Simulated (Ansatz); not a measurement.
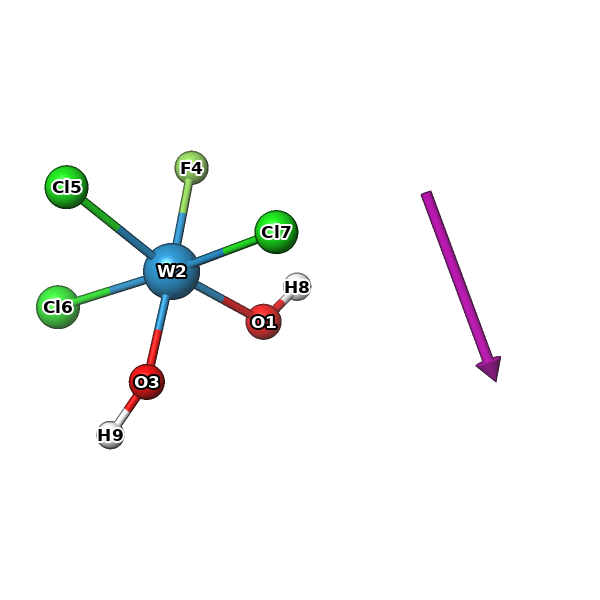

The arrow beside the molecule shows the direction of the dipole moment, from the negative to the positive end (its length means nothing). The species is neutral and a spin singlet. The geometry was computed by an optimisation with PBE0-D4/def2-TZVP. No frequency run is at hand to confirm it as a minimum. Method: RKS B3LYP-D4/def2-TZVPP, core potentials on W (Ansatz 0.2.0).

Estimate the dipole moment.

2.83 D; it points from the side of Cl5 to the side of H9 (the outermost atoms at the two ends).
